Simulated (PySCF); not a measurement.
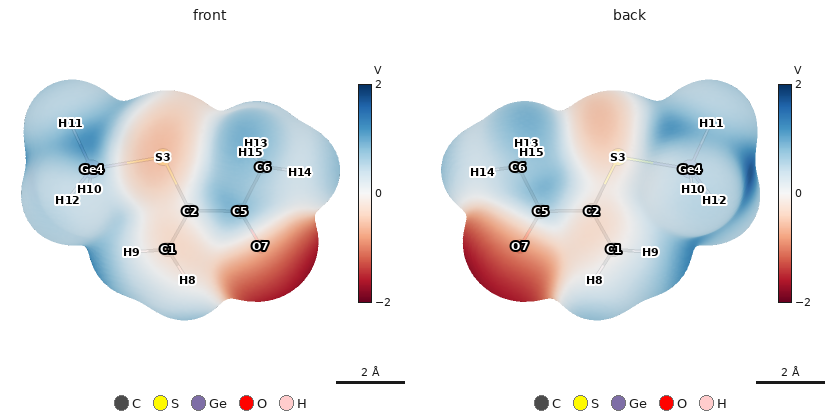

*C$_{4}$H$_{8}$GeOS (SMILES C=C([S][GeH3])C(C)=O). The electrostatic potential painted on the density surface at 0.002 e/bohr³, seen from the front and from behind; the colour scale runs from red (negative) to blue (positive).*

Geometry: GFN2-xTB.

Theory: wB97X-D/def2-SVPD, SCF density, gas phase in PySCF 2.14.0.

```xyz
15

C     0.1166    1.5823   -0.5368
C    -0.3122    0.3635   -0.2138
S     0.5628   -0.7784    0.8206
Ge    2.5560    0.1358    1.0753
C    -1.6343   -0.1035   -0.7411
C    -2.0719   -1.4802   -0.3382
O    -2.2933    0.6141   -1.4550
H    -0.5004    2.1950   -1.1742
H     1.0480    2.0032   -0.1904
H     3.1869    0.4231   -0.2557
H     3.3478   -0.8934    1.8138
H     2.5008    1.4041    1.8795
H    -1.3480   -2.2128   -0.6895
H    -3.0493   -1.6925   -0.7629
H    -2.1140   -1.5523    0.7466
```

Which sites attract a positive test charge, and which a negative one?

Answer. A positive charge is drawn to the negative regions and a negative charge to the positive ones. The most negative region (about −1.7 V) lies over O7, the most positive (about +1.7 V) over Ge4. O7 is the likeliest acceptor of a hydrogen bond.
